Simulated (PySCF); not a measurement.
```xyz
4
charge 0, multiplicity 1
N    -0.5495   -1.7506    0.0006
N    -0.5508    1.7504    0.0003
N     0.5503   -1.7509    0.0004
N     0.5508    1.7504    0.0003
```

Geometry: a fixed input geometry, not necessarily a minimum.

Describe the molecule in this file.

Formula N4. As SMILES it reads `N#N.N#N`. Judged by distances it falls into 2 fragments: N2, N2. All atoms lie on one plane.

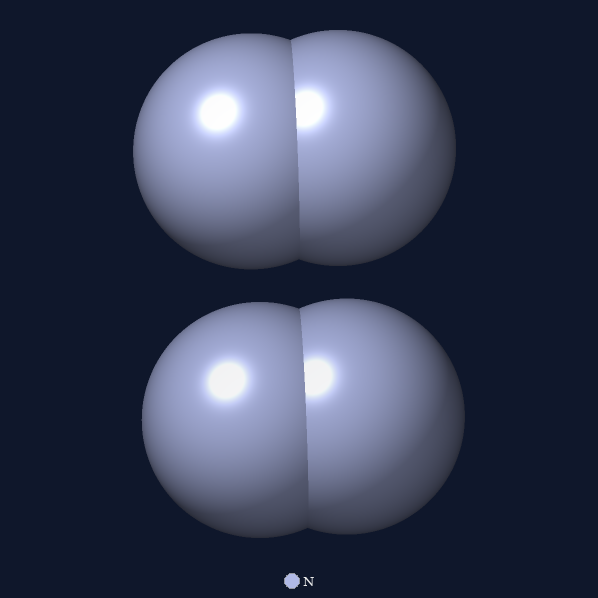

The picture comes from a calculation with PySCF.
